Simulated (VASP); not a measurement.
Band structure of VBiO4 (space group I4_1/amd). Computed with PBEsol GGA, VASP's PBE PAW potentials (set 64) (plane waves; VASP 6.6.1).

Unless said otherwise, spin-orbit coupling is left out, though it shifts the bands of the heavy elements here.

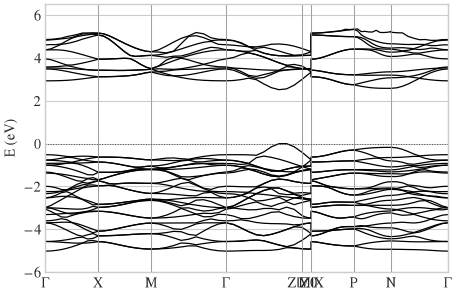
*Bands along high-symmetry lines, zero at the valence-band maximum or, without a gap, the Fermi level*

Problem. Read the plot: is there a gap, and where are the band edges?

Solution. The gap is indirect, 2.52 eV, from the valence maximum at Γ-Z at 0.80 to the conduction minimum at Γ-Z at 0.70. (Edges off the drawn lines would not show.)

The structure comes from a computed database's VBiO4 entry (I4_1/amd); how it stands against other phases isn't given here. It was relaxed first. The run is not spin-polarised, so no magnetic state was tried.
